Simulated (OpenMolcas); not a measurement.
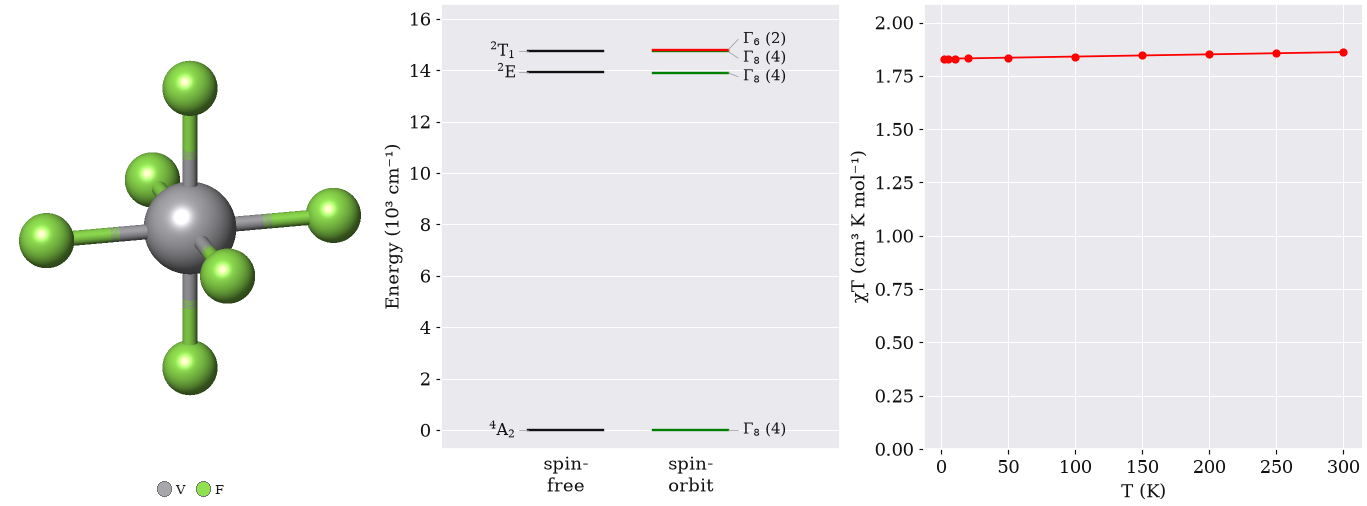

V²⁺ (3d³) as a dopant in KCdF₃, a cluster with its 6 nearest F⁻ at 1.978 Å (octahedron) embedded in model potentials and point charges; the geometry was set, not optimised, and its levels and susceptibility. Labels give the representation in O, Td, D4 or D3 as the site allows (double group for half-integer spin) where it could be assigned and, in brackets, the degeneracy; spin-free states, where drawn, share the zero of the spin-orbit levels. The calculation used state-averaged SS-CASPT2, IPEA shift 0.25, imaginary shift 0.1 hartree, closed shells 3s 3p correlated, active space 3 electrons in the shell 3d, basis ANO-RCC-VDZP on all atoms, DKH2 scalar Hamiltonian, spin-orbit coupling by RASSI with atomic mean-field integrals (OpenMolcas). Powder susceptibility by Van Vleck's formula.

What does the figure show?

Answer. The ground level is Γ₈, 4-fold degenerate, 100 % from states of spin multiplicity 4. The next level lies at 13,900 cm⁻¹ (Γ₈). The lowest spin-free state is ⁴A₂, from the free-ion F term. χT is 1.83 cm³ K mol⁻¹ at 2 K and 1.86 at 300 K, an effective moment of 3.86 μB.

Note: the geometry is set by hand, with no relaxation and no charge compensation.
